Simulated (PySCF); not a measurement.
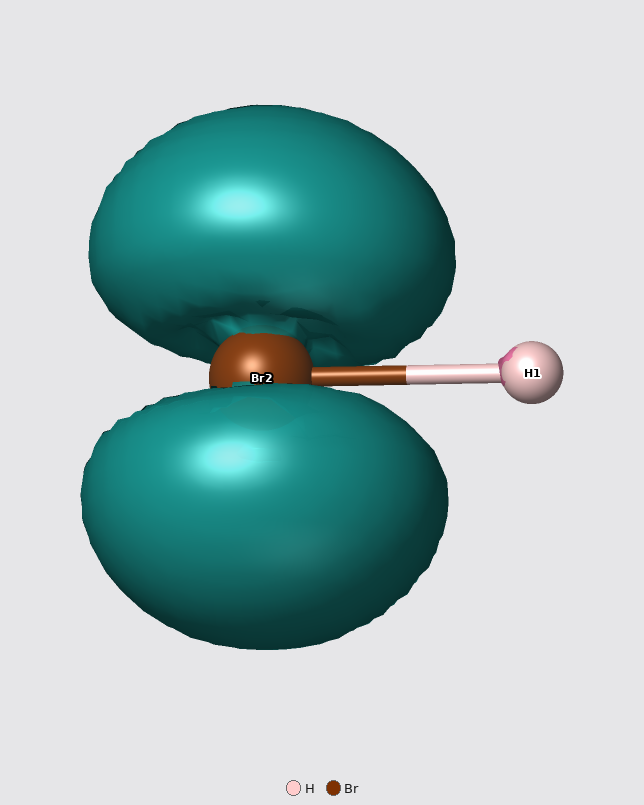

Figure 1: HBr (charge +1, doublet). Isosurfaces of the spin density at +0.05 (teal) and −0.05 e/Å³ (pink), seen from one side.

All numbers below come from PBE0/cc-pVTZ(-PP), non-relativistic Hamiltonian with scalar-relativistic core potentials where named, at a bond length of 1.457 Å in PySCF.

> Describe the spin distribution.

The unpaired spin (1 electron) lies mostly on Br2 (about 1.0), in electrons by Hirshfeld's partition.
